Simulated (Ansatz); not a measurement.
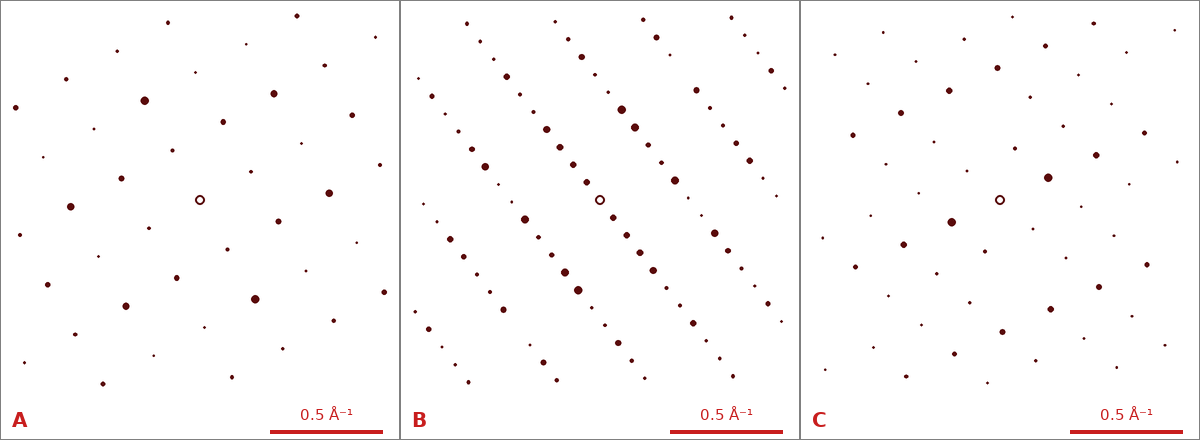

Kinematic electron diffraction patterns (120 kV, B = 0.5 Å², same scale, each along a low-index zone) of three structures of composition Be2Br3, each relaxed at zero pressure with DFT PBE, scalar-relativistic, plane waves, PAW (Ansatz).

The structures (standard cells):
1. R-3c (No. 167), a = 6.380 Å, c = 25.130 Å (hexagonal axes), 30 atoms; generated start, possibly hypothetical
2. R-3m (No. 166), a = 3.584 Å, c = 30.194 Å (hexagonal axes), 15 atoms; generated start, possibly hypothetical
3. P4/mbm (No. 127), a = 7.647 Å, c = 3.914 Å, 10 atoms; generated start, possibly hypothetical

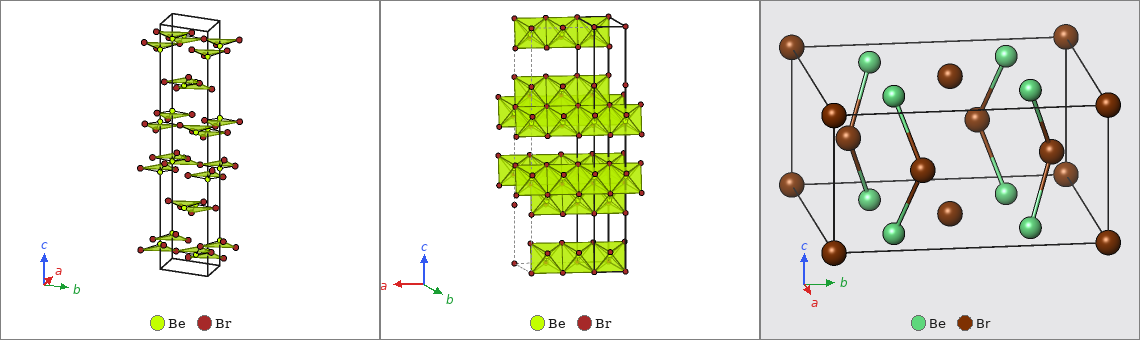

Drawings of the structures 1 to 3, from left to right (each may span several cells).

### Which pattern belongs to which structure, and along which zone?

A is structure 3 along [100] or an equivalent direction: rectangular net (close to square) of 0 0 1 at d = 3.91 Å and 0 2 0 at d = 3.82 Å, 90.0° apart (some points of this net are extinct or too weak to see). B is structure 2 along [100] or an equivalent direction: oblique net of 0 0 3 at d = 10.06 Å and 0 -1 1 at d = 3.09 Å, 84.1° apart (some points of this net are extinct or too weak to see). C is structure 1 along [100] or an equivalent direction: oblique net (close to centred rectangular) of 0 1 2 (weak) at d = 5.06 Å and 0 0 6 at d = 4.19 Å, 66.3° apart (some points of this net are extinct or too weak to see).

### Which structure lies lowest at this level of theory, and by how much?

Structure 1 (R-3c, 29.53 Å³ an atom) is the lowest of these; structure 2 (R-3m, 22.39 Å³ an atom) lies about 73 meV an atom higher; structure 3 (P4/mbm, 22.89 Å³ an atom) lies about 260 meV an atom higher. These are static energies at 0 K; other structures, not shown, may lie lower still.
